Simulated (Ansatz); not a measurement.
```xyz
7
charge 0, multiplicity 2
Si   -0.2096   -1.3612   -0.1911
Si    0.3579    0.8892   -0.0620
H    -0.0026   -2.1239    1.0703
H    -1.5736   -1.6246   -0.7256
H     0.2100    1.5028   -1.4080
H    -0.2245    1.7051    1.0402
H     1.7749    1.0068    0.3722
```

Geometry: moved along internal coordinates away from the minimum.

Describe the molecule in this file.

Formula Si2H5. Its SMILES string is `[SiH2][SiH3]`. It has no ring. Among its groups: Si–H bond. It is an open-shell species. Coordination: 1 Si trigonal pyramidal; 1 Si tetrahedral.

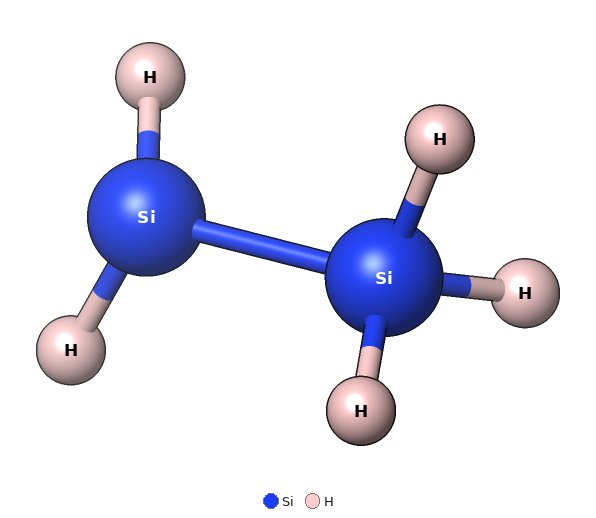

Simulated data, not a measurement (program: Ansatz).
